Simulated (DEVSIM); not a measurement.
System: abrupt Si n-p junction, at 450 K.

| layer (left to right) | material | thickness (μm) | Nd (cm⁻³) | Na (cm⁻³) | τn (s) | τp (s) |
|---|---|---|---|---|---|---|
| 1 | Si | 46.0 | 2.2e15 | - | 6.9e-5 | 6.9e-5 |
| 2 | Si | 26.0 | - | 2.6e15 | 6.9e-5 | 6.9e-5 |

Left contact: ohmic. Right contact: ohmic. Voltage is applied to the left contact. Recombination: SRH at mid-gap. Mobility is μmin + (μ − μmin)/(1 + (N/Nref)^α).

The device is made up for the run: typed textbook-type constants, with dimensions and the other settings drawn at random. Values at 300 K; Nc and Nv go as T^1.5, mobilities as T to minus their exponent, the gap by Varshni's rule with the affinity fixed.

```csv
parameter,Si
gap (eV),1.124
affinity (eV),4.05
permittivity,11.7
Nc (cm⁻³),2.86e19
Nv (cm⁻³),3.1e19
μn (cm²/Vs),1417
μp (cm²/Vs),470
"μn,min",52
"μp,min",45
"Nref,n",9.7e16
"Nref,p",2.2e17
αn,0.68
αp,0.72
T exponent of μn,2.3
T exponent of μp,2.2
Varshni α (eV/K),0.000473
Varshni β (K),636
```

Model (solved in DEVSIM): 1D drift-diffusion, Boltzmann statistics, complete ionisation; no tunnelling, impact ionisation, image-force lowering or self-heating.

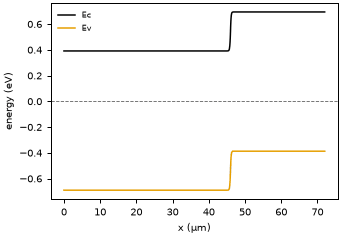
*Band edges at zero bias*

Energies count from the Fermi level of the right contact; mesh points crowd at the junctions.

| x (μm) | Ec (eV) | Ev (eV) | n (cm⁻³) | p (cm⁻³) | field (V/cm) |
|---|---|---|---|---|---|
| 0.000 | 0.391 | -0.690 | 2.2e15 | 1.1e12 | ≈ 0 |
| 0.05123 | 0.391 | -0.690 | 2.2e15 | 1.1e12 | ≈ 0 |
| 0.2117 | 0.391 | -0.690 | 2.2e15 | 1.1e12 | ≈ 0 |
| 0.7451 | 0.391 | -0.690 | 2.2e15 | 1.1e12 | ≈ 0 |
| 3.454 | 0.391 | -0.690 | 2.2e15 | 1.1e12 | ≈ 0 |
| 10.87 | 0.391 | -0.690 | 2.2e15 | 1.1e12 | ≈ 0 |
| 30.07 | 0.391 | -0.690 | 2.2e15 | 1.1e12 | ≈ 0 |
| 42.64 | 0.391 | -0.690 | 2.2e15 | 1.1e12 | ≈ 0 |
| 44.94 | 0.391 | -0.690 | 2.2e15 | 1.1e12 | ≈ 0 |
| 45.68 | 0.406 | -0.676 | 1.5e15 | 1.5e12 | 1300 |
| 45.92 | 0.488 | -0.593 | 1.8e14 | 1.3e13 | 6500 |
| 46.00 | 0.552 | -0.529 | 3.5e13 | 6.7e13 | 9200 |
| 46.05 | 0.594 | -0.488 | 1.2e13 | 2.0e14 | 7200 |
| 46.21 | 0.667 | -0.414 | 1.8e12 | 1.3e15 | 2400 |
| 47.08 | 0.694 | -0.388 | 8.9e11 | 2.6e15 | ≈ 0 |
| 49.44 | 0.694 | -0.388 | 8.9e11 | 2.6e15 | ≈ 0 |
| 56.82 | 0.694 | -0.388 | 8.9e11 | 2.6e15 | ≈ 0 |
| 67.13 | 0.694 | -0.388 | 8.9e11 | 2.6e15 | ≈ 0 |
| 70.94 | 0.694 | -0.388 | 8.9e11 | 2.6e15 | ≈ 0 |
| 71.68 | 0.694 | -0.388 | 8.9e11 | 2.6e15 | ≈ 0 |
| 71.91 | 0.694 | -0.388 | 8.9e11 | 2.6e15 | ≈ 0 |
| 72.00 | 0.694 | -0.388 | 8.9e11 | 2.6e15 | ≈ 0 |
